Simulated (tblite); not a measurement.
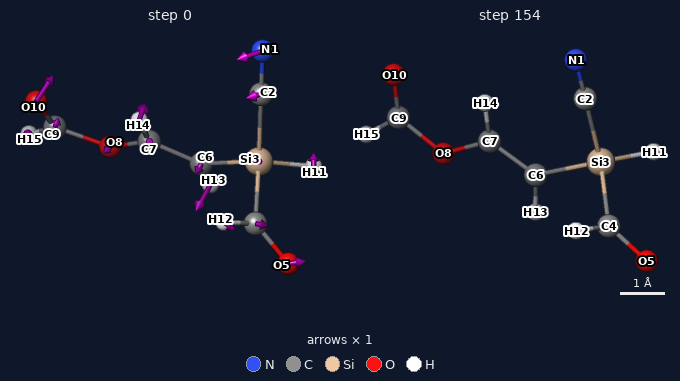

The structure of C5H5NO3Si before (left) and after (right) a relaxation, at one scale. The purple arrows give the displacements, at their true length.

A ball-and-stick model, seen at a tilt.

Theory: GFN2-xTB geometry optimisation, gas phase (tblite). 

**Summarise the run.**

The largest moves after the best rigid fit, 0.81 Å, are those of O10 and H13. Largest moves by element: H 0.81 Å, O 0.81 Å, N 0.70 Å, C 0.40 Å, Si 0.10 Å. Some distances before and after: Si3–C4 1.861 → 1.932 Å, Si3–C6 1.807 → 1.876 Å, C2–Si3 1.809 → 1.869 Å, C9–O10 1.251 → 1.191 Å. Among the angles between lasting bonds that change: O8–C9–H15 118.2° → 108.1°, O8–C7–H14 123.2° → 114.9°, C6–Si3–H11 106.5° → 114.3°. Groups turn about Si3–C6 by about 35°. After 154 geometry steps the energy has fallen by 61.2 kJ/mol. Cost: 3.9 s on 1 thread of Intel(R) Xeon(R) Processor @ 2.50GHz (shared host).
